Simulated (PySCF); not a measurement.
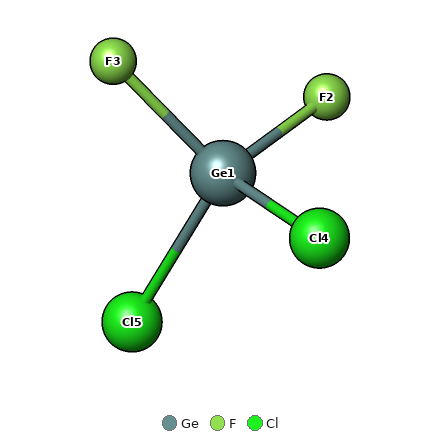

GeCl₂F₂ (GeF2Cl2), SMILES [F][Ge]([F])([Cl])[Cl], singlet. Vertical core-electron binding energies by ΔSCF (SCAN, pcX-2 on the ionised atom (unc-x2c-TZVPall on a metal), pcseg-1 elsewhere, spin-free X2C; PySCF, at a PBE0-D3(BJ)/def2-SVP geometry (no frequency check)), gas phase, against the vacuum level. One atom of each kind was ionised; within a panel, areas follow the number of like atoms and 2j + 1 (2p levels are split by first-order spin-orbit coupling, an approximation), Gaussians of 0.4 eV full width. Only the regions named are shown.

### Predict the Cl 2p photoelectron lines.

| level | atoms | binding energy (eV) |
| --- | --- | --- |
| Cl 2p1/2 | Cl4, Cl5 | 208.9 |
| Cl 2p3/2 | Cl4, Cl5 | 207.3 |

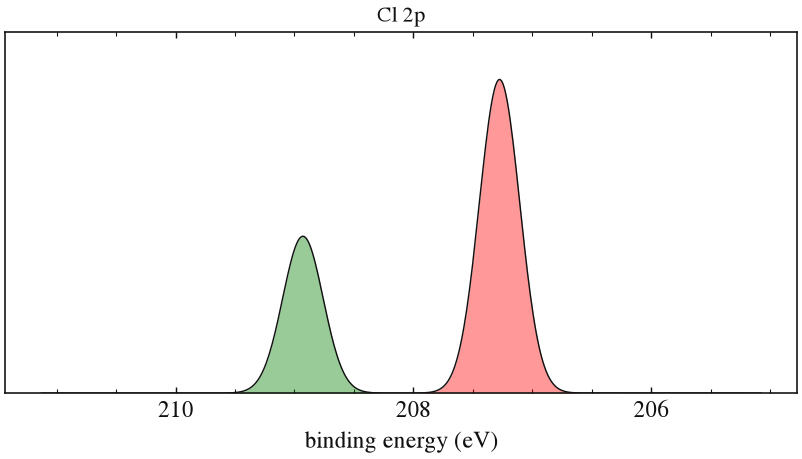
